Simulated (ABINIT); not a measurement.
# Quasiparticle gap of Na2H6Pt (Fm-3m) in ABINIT, part 3 of 3

How does a plane-wave GW calculation on Na2H6Pt (Fm-3m) run from the first input to the gap?

ABINIT 10.8.3; LDA and many-body steps on it, plane waves. Known limits of the many-body steps: not at the basis limit; no spin polarisation; d states lean on the start; no spin-orbit coupling; coarse k mesh.

So far. Step 4 (Empty states on the mesh, 2×2×2 mesh, 66 bands): On this mesh the gap is 3.341 eV. The earlier step found 3.300 eV, so this mesh misses an edge. Step 5 (Screening, 2×2×2 mesh, 60 bands, screening to 87.1 eV): Local fields lower ε∞ by 19 %. On a Γ-centred mesh this coarse the value itself is usually too large, while a short band sum pulls it down.

**6. Self-energy, 2×2×2 mesh, 60 bands, screening to 87.1 eV**

The self-energy is evaluated for the states that the input lists, and the levels follow from it, in one-shot runs by the linearised quasiparticle equation.

This step: G0W0 on LDA, plane waves, norm-conserving pseudopotentials.

The input, run.abi:

```
acell 3*1.0 Angstrom
rprim 
  0.000000000000 3.629315950000 3.629315950000
  3.629315950000 0.000000000000 3.629315950000
  3.629315950000 3.629315950000 0.000000000000
ntypat 3
znucl 11 1 78
natom 9
typat 1 1 2 2 2 2 2 2 3
xred 
  0.750000000000 0.750000000000 0.750000000000
  0.250000000000 0.250000000000 0.250000000000
  0.774464350000 0.774464350000 0.225535650000
  0.225535650000 0.774464350000 0.225535650000
  0.774464350000 0.225535650000 0.225535650000
  0.225535650000 0.225535650000 0.774464350000
  0.774464350000 0.225535650000 0.774464350000
  0.225535650000 0.774464350000 0.774464350000
  0.000000000000 0.000000000000 0.000000000000
pp_dirpath "pseudos"
pseudos "Na.upf, H.upf, Pt.upf"
ecut 38
ngkpt 2 2 2
nshiftk 1
shiftk 0 0 0
kptopt 1
chksymbreak 0
istwfk *1
occopt 1
irdwfk 1
optdriver 4
nband 60
gwcalctyp 0
ecutsigx 38
symsigma 1
nkptgw 3
kptgw 
  0.5000000000 0.0000000000 0.0000000000
  0.5000000000 0.5000000000 0.0000000000
  0.0000000000 0.0000000000 0.0000000000
bdgw 
  20 23
  20 23
  19 24
ecuteps 3.2
irdscr 1
ppmodel 1
indata_prefix "in"
outdata_prefix "out"
tmpdata_prefix "tmp"
```

Run with:

```sh
OMP_NUM_THREADS=1 mpirun -n 4 abinit run.abi > log
```

Numbers of over 12 decimals in the logs are rounded to 6 here.

The program printed:

```text
.Version 10.8.3 of ABINIT. v10.8.2 released Aug 2026.

 Symmetries : space group Fm -3 m (#225); Bravais cF (face-center cubic)
[... echo of the input left out ...]
== DATASET  1 ==================================================================
-   mpi_nproc: 4, omp_nthreads: 1 (-1 if OMP is not activated)

--- !DatasetInfo
iteration_state: {dtset: 1, }
dimensions: {natom: 9, nkpt: 3, mband: 60, nsppol: 1, nspinor: 1, nspden: 1, mpw: 7239, }
cutoff_energies: {ecut:  38.0, pawecutdg:  -1.0, }
electrons: {nelect:   4.20000000E+01, charge:   0.00000000E+00, occopt:   1.00000000E+00, tsmear:   1.00000000E-02, }

 SIGMA: Calculation of the GW corrections

 Based on a program developped by R.W. Godby, V. Olevano, G. Onida, and L. Reining.
 Incorporated in ABINIT by V. Olevano, G.-M. Rignanese, and M. Torrent.
.Using double precision arithmetic ; gwpc =  8

[... cell and pseudopotentials left out ...]
--------------------------------------------------------------------------------

 ==== K-mesh for the wavefunctions ====
 Number of points in the irreducible wedge :     3
[... list of points left out ...]
 Together with 48 symmetry operations and time-reversal symmetry
 yields     8 points in the full Brillouin Zone.

 ==== Q-mesh for screening function ====
 Number of points in the irreducible wedge :     3
[... list of points left out ...]
 Together with 48 symmetry operations and time-reversal symmetry
 yields     8 points in the full Brillouin Zone.

 vcoul_init : cutoff-mode = AUXILIARY_FUNCTION
 q-points for optical limit:   1
     1)      0.000010    0.000020    0.000030
 setmesh: FFT mesh size selected  =    54x   54x   54
          total number of points  =       157464

 Number of electrons calculated from density =   42.0000; Expected =   42.0000
 average of density, n =  0.065095
 r_s =    1.5421
 omega_plasma =   24.6110 [eV]

 === KS Band Gaps ===
  >>>> For spin  1
   Minimum direct gap =   4.1149 [eV], located at k-point      :   0.5000  0.5000  0.0000
   Fundamental gap    =   3.3410 [eV], Top of valence bands at :   0.5000  0.0000  0.0000
                                       Bottom of conduction at :   0.5000  0.5000  0.0000
 SIGMA fundamental parameters:
 PLASMON POLE MODEL  1
 number of plane-waves for SigmaX                 7239
 number of plane-waves for SigmaC and W            169
 number of plane-waves for wavefunctions          7239
 number of bands                                    60
 number of independent spin polarizations            1
 number of spinorial components                      1
 number of k-points in IBZ                           3
 number of q-points in IBZ                           3
 number of symmetry operations                      48
 number of k-points in BZ                            8
 number of q-points in BZ                            8
 number of frequencies for dSigma/dE                 9
 frequency step for dSigma/dE [eV]                0.25
 number of omega for Sigma on real axis              0
 max omega for Sigma on real axis  [eV]           0.00
 zcut for avoiding poles [eV]                     0.10

 EPSILON^-1 parameters (SCR file):
 dimension of the eps^-1 matrix on file            169
 dimension of the eps^-1 matrix used               169
 number of plane-waves for wavefunctions          7239
 number of bands                                    60
 number of q-points in IBZ                           3
 number of frequencies                               2
 number of real frequencies                          1
 number of imag frequencies                          1

 matrix elements of self-energy operator (all in [eV])

 Perturbative Calculation

--- !SelfEnergy_ee
iteration_state: {dtset: 1, }
kpoint     : [   0.500,    0.000,    0.000, ]
spin       : 1
KS_gap     :    5.659
QP_gap     :    7.997
Delta_QP_KS:    2.338
data: !SigmaeeData |
     Band     E0 <VxcDFT>   SigX SigC(E0)      Z dSigC/dE  Sig(E)    E-E0       E
       20   0.268 -12.043 -14.985   2.284   0.817  -0.223 -12.581  -0.538  -0.270
       21   0.268 -12.043 -14.985   2.284   0.817  -0.223 -12.581  -0.538  -0.270
       22   5.927 -13.071  -8.494  -2.410   0.830  -0.204 -11.272   1.800   7.726
       23   5.927 -13.071  -8.494  -2.410   0.830  -0.204 -11.272   1.800   7.726

--- !SelfEnergy_ee
iteration_state: {dtset: 1, }
kpoint     : [   0.500,    0.500,    0.000, ]
spin       : 1
KS_gap     :    4.115
QP_gap     :    6.337
Delta_QP_KS:    2.222
data: !SigmaeeData |
     Band     E0 <VxcDFT>   SigX SigC(E0)      Z dSigC/dE  Sig(E)    E-E0       E
       20  -0.506 -11.507 -14.575   2.289   0.815  -0.227 -12.143  -0.636  -1.142
       21  -0.506 -11.507 -14.575   2.289   0.815  -0.227 -12.143  -0.636  -1.142
       22   3.609 -12.084  -7.961  -2.228   0.837  -0.195 -10.498   1.586   5.195
       23   6.972 -10.590  -5.865  -2.733   0.846  -0.182  -8.905   1.685   8.657

--- !SelfEnergy_ee
iteration_state: {dtset: 1, }
kpoint     : [   0.000,    0.000,    0.000, ]
spin       : 1
KS_gap     :    5.839
QP_gap     :    8.079
Delta_QP_KS:    2.240
data: !SigmaeeData |
     Band     E0 <VxcDFT>   SigX SigC(E0)      Z dSigC/dE  Sig(E)    E-E0       E
       19   0.071 -11.809 -14.794   2.284   0.815  -0.227 -12.381  -0.572  -0.500
       20   0.071 -11.809 -14.794   2.284   0.815  -0.227 -12.381  -0.572  -0.500
       21   0.071 -11.809 -14.794   2.284   0.815  -0.227 -12.381  -0.572  -0.500
       22   5.910  -9.452  -4.524  -2.955   0.846  -0.182  -7.783   1.668   7.578
       23   7.578 -14.647  -9.643  -2.512   0.817  -0.224 -12.612   2.036   9.614
       24   7.578 -14.647  -9.643  -2.512   0.817  -0.224 -12.612   2.036   9.614

 New Fermi energy :        9.048394E-02 Ha ,    2.462194E+00 eV

 === QP Band Gaps ===
  >>>> For spin  1
   Minimum direct gap =   6.3368 [eV], located at k-point      :   0.5000  0.5000  0.0000
   Fundamental gap    =   5.4650 [eV], Top of valence bands at :   0.5000  0.0000  0.0000
                                       Bottom of conduction at :   0.5000  0.5000  0.0000

== END DATASET(S) ==============================================================
================================================================================

 -outvars: echo values of variables after computation  --------
           etotal      0.0000000000E+00
            nband          60
             nkpt           3
          spgroup         225
 [... the other variables as echoed above ...]

 Calculation completed.
```

Run time: 5.5 s. Hardware: 4 MPI ranks of Arm Neoverse V1, shared host; peak memory 0.84 GiB.

This step gave:

- G0W0 gap on the points computed: 5.465 eV
- starting gap on the mesh: 3.341 eV
- k of the valence top: 0.5, 0, 0
- k of the conduction bottom: 0.5, 0.5, 0
- Z at the valence top: 0.817
- Z at the conduction bottom: 0.837
- least direct G0W0 gap on the computed points: 6.337 eV

The gap on the mesh goes from 3.34 eV to 5.46 eV, a correction of +2.12 eV. The start differs from the 3.30 eV found before because the two sample other k points.

Limits: finite bands, cutoff and mesh; no spin polarisation; d states lean on the start; no spin-orbit coupling; coarse k mesh. v1 is the top filled band, c1 the lowest empty one. The levels before and after the correction (eV, zero at the valence-band top of each column):

```tsv
	conduction bottom	valence top
Kohn-Sham	3.34	0.00
G0W0	5.46	0.00
```

```tsv
	level	energy (eV)
Kohn-Sham	(0.5 0 0) v2-v1	0.000
Kohn-Sham	(0.5 0 0) c1-c2	5.659
Kohn-Sham	(0.5 0.5 0) v2-v1	-0.774
Kohn-Sham	(0.5 0.5 0) c1	3.341
Kohn-Sham	(0.5 0.5 0) c2	6.704
G0W0	(0.5 0 0) v2-v1	0.000
G0W0	(0.5 0 0) c1-c2	7.996
G0W0	(0.5 0.5 0) v2-v1	-0.872
G0W0	(0.5 0.5 0) c1	5.465
G0W0	(0.5 0.5 0) c2	8.927
```

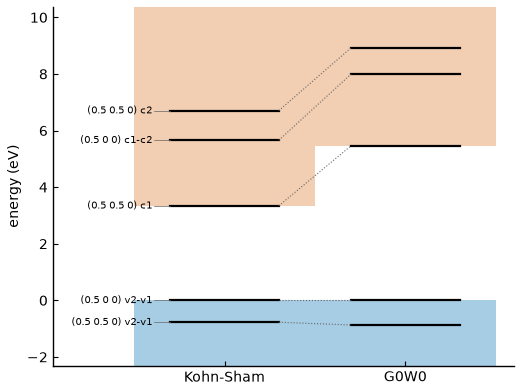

Levels before and after the correction. Shaded: valence and conduction bands.

**7. Where the time went**

Times are wall times on 4 MPI ranks of Arm Neoverse V1, shared host, good to a factor of about two.

```tsv
step	time	share	memory (GiB)
ground state	46 s	42 %	0.43
bands along the symmetry lines	34 s	31 %	0.38
empty states on the mesh	16 s	15 %	0.32
screening	7.7 s	7 %	1.2
self-energy	5.5 s	5 %	0.84
```

**8. Results**

```json
{
  "LDA gap": "3.28 eV, indirect",
  "G0W0 gap on the mesh": "5.46 eV",
  "G0W0 gap over the zone (rigid shift)": "5.41 eV",
  "GW settings": "2×2×2 mesh, 60 bands, screening to 87.1 eV, Godby-Needs plasmon pole",
  "known limits": "not at the basis limit; no spin polarisation; d states lean on the start; no spin-orbit coupling; coarse k mesh"
}
```

In words: G0W0 moves the gap on the mesh from 3.34 eV to 5.46 eV (+2.12 eV), with Z of 0.82 and 0.84 at the edges. The mesh misses the band edges by 0.06 eV in all; a rigid shift gives 5.41 eV for the zone. Local fields lower the RPA ε∞ on this mesh from 5.07 to 4.10; a Γ-centred mesh this coarse tends to raise both, most where the direct gap is narrow, while a short band sum lowers them. Bands and cutoff are finite, so the gap is not at the basis limit. The miss can reach some tenths of an eV and take either sign; the mesh is an error of its own. A denser mesh or path gives a starting gap of 3.28 eV: the GW mesh misses a band edge, so its gaps are not the fundamental one. The 2×2×2 mesh is coarse for this cell, which bears on the long-range parts of exchange and screening. The runs have no spin polarisation. For a closed low-spin shell that is the natural state; where a d or f shell is open it is a constraint, and the gap is then not the crystal's own. With d states at the gap, one-shot GW leans hard on its start. The many-body steps are scalar-relativistic: spin-orbit coupling is not in them.

[Paths, hosts, dates, memory and timing lines, banners, echoed tables and standing remarks are left out of the program output.]

[Logs are printed without paths, hosts, clocks, repeated set-up lines and the standing remarks that a program may print on its own settings, such as how far it seeks lower states.]

[Runs of the session that timed out or met a known fault of the program may be left out.]

[Hosts, paths, dates, database ids (printed as entryN), source tags and the programs' standing remarks are cut or masked in the printed files.]

[G0W0 gaps are taken among the corrected bands and points alone; a level outside them can change the order at an edge.]

[Where Ansatz stands beside ABINIT at settings called matched, ABINIT's density can come from a denser mesh and the files from another edition; pairs whose starting gaps differed by over 0.03 eV were left out, so agreement reads better than it is.]
